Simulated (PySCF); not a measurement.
Vertical excitations of a molecule C₆H₁₀ from TDDFT-CAM-B3LYP/def2-SVPD (PySCF), as energy in eV (oscillator strength): 6.67 (0.257), 7.03 (0.018), 7.36 (0.028), 7.46 (0.030), 7.64 (0.006), 7.95 (0.002), 8.08 (0.006), 8.15 (0.043), 8.43 (0.024), 8.48 (0.022). Lowest triplet (TDA): 4.20 eV. The structure is a stationary point at B3LYP-D3(BJ)/def2-SVP. The values are those of a single conformer.

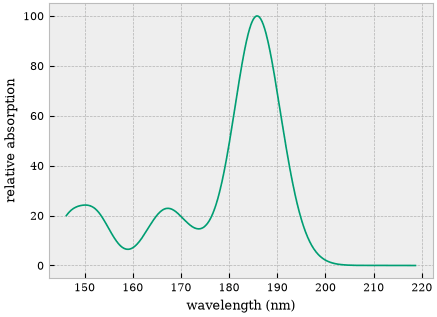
Figure: The lines broadened by 0.4 eV.

Which molecule gave these data?
A. C#CC(C)(C)C
B. C=C[C@H]1C[C@H]1C
C. CC1CC=CC1
D. C=C/C(C)=C\C

B, C=C[C@H]1C[C@H]1C
